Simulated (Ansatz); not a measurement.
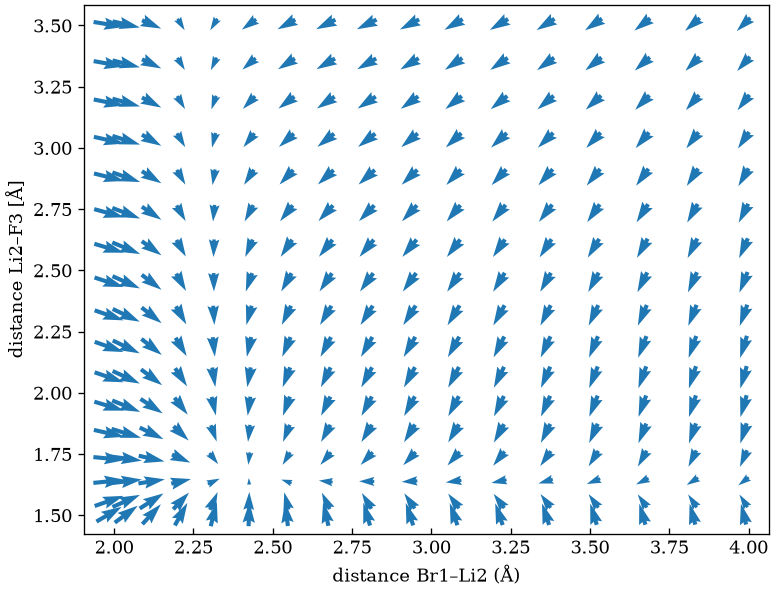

The system Br⁻ + LiF. 
- The first coordinate is: distance Br1–Li2; the second: distance Li2–F3.
- Nothing is relaxed (the angle Br1–Li2–F3 is fixed at 120 degrees).
- Grid: 17 × 17 points.
- Points are written as (first, second).
- These are results of RKS PBE0-D4/def2-SVPD (Ansatz), not measurements.

The picture shows arrows along the force (downhill), their lengths compressed.

**The arrows alone are given. Where is the energy lowest?**

The arrows converge at about (2.419 Å, 1.656 Å) (read from the interpolated surface).

The energy map of the same scan:

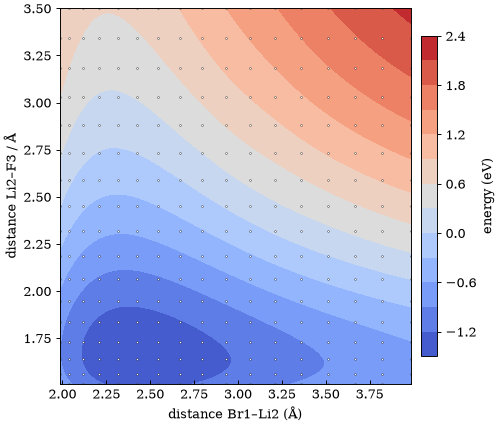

Energies are in eV, from Br with charge -1 far from the relaxed LiF (each part in its own basis); between grid points the surface is interpolated.
